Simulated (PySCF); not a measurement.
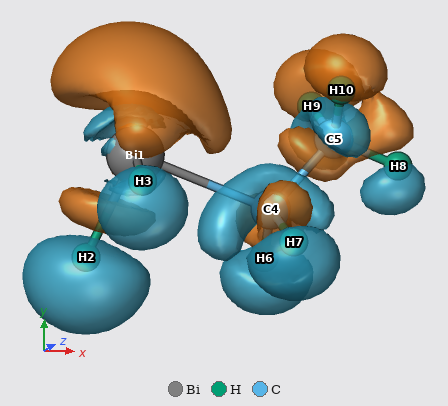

*BiH2Et (C2H7Bi). Change of the electron density in a uniform field of 0.21 V/Å, surfaces at ±0.0015 e/Å³ (light blue: gain, orange: loss).*

PySCF calculation, CAM-B3LYP/def2-SVPD, gas phase; geometry: GFN2-xTB. Core potentials replace the inner electrons of Bi; spin–orbit coupling isn't included. No frequency check shows the geometry to be a minimum. GFN2-xTB bond lengths at metals and heavier atoms can be off by up to 0.1 Å and shapes distorted, which carries into these values.

Geometry (Å), atoms numbered from 1:

```
Bi1     -0.4496    0.0538   -0.0116
H2      -1.0513   -1.4744   -0.6877
H3      -0.7772   -0.5973    1.6076
C4       1.7081   -0.7204    0.0020
C5       2.7158    0.4164    0.0028
H6       1.8429   -1.3433   -0.8766
H7       1.8344   -1.3418    0.8812
H8       3.7360    0.0307    0.0086
H9       2.5995    1.0406   -0.8825
H10      2.5907    1.0452    0.8829
```

### Along which Cartesian direction does the field point?

Along +y: electrons gather on the −y side, against the field.

### What dipole is induced, and what polarisability does it imply?

The induced dipole is 0.71 D (along the field); α along this axis, from the fields in both directions, is 70 bohr³ (10.4 Å³).

### Which atoms gain and lose the most charge?

Electrons gather most on H2 (Hirshfeld charge changes by −0.015 e) and leave Bi1 most (+0.025 e); 0.062 electrons are displaced in all.
